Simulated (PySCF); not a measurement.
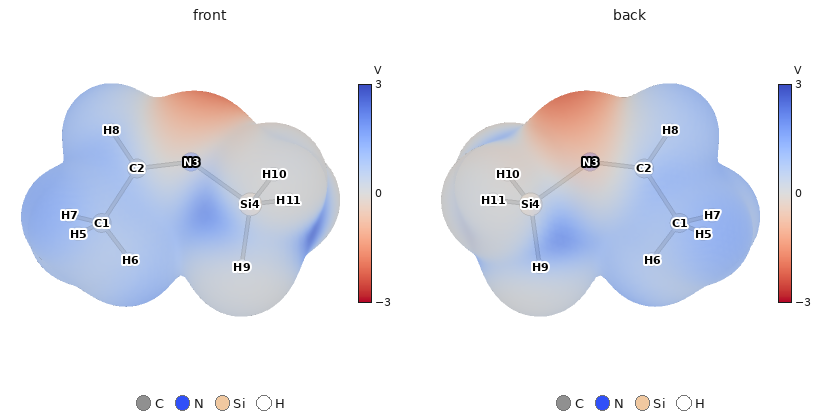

Figure 1: C2H7NSi (SMILES C/C=N\[SiH3]). The electrostatic potential painted on the density surface at 0.004 e/bohr³, seen from the front and from behind; the colour scale runs from red (negative) to blue (positive).

Geometry: GFN2-xTB.

All numbers below come from CAM-B3LYP/def2-SVPD, SCF density, gas phase in PySCF 2.14.0.

```
atom    x (Å)    y (Å)    z (Å)
   C  -1.5208  -0.4433   0.3611
   C  -0.8469   0.5704  -0.5043
   N   0.3767   0.7628  -0.6565
  Si   1.8418   0.0957  -0.0639
   H  -2.1632  -1.0745  -0.2514
   H  -0.7909  -1.0578   0.8798
   H  -2.1530   0.0651   1.0878
   H  -1.5321   1.2144  -1.0643
   H   1.7907  -1.0285   0.8854
   H   2.4832   1.2377   0.5824
   H   2.5200  -0.3392  -1.2821
```

Q: Which sites attract a positive test charge, and which a negative one?

A: A positive charge is drawn to the negative regions and a negative charge to the positive ones. The most negative region (about −1.8 V, or −42 kcal/mol for a unit charge) lies over N3, the most positive (about +2.0 V, or +46 kcal/mol for a unit charge) over Si4. N3 is the likeliest acceptor of a hydrogen bond.

Q: How polar is the molecule by this calculation?

A: Its dipole moment is 2.11 D.
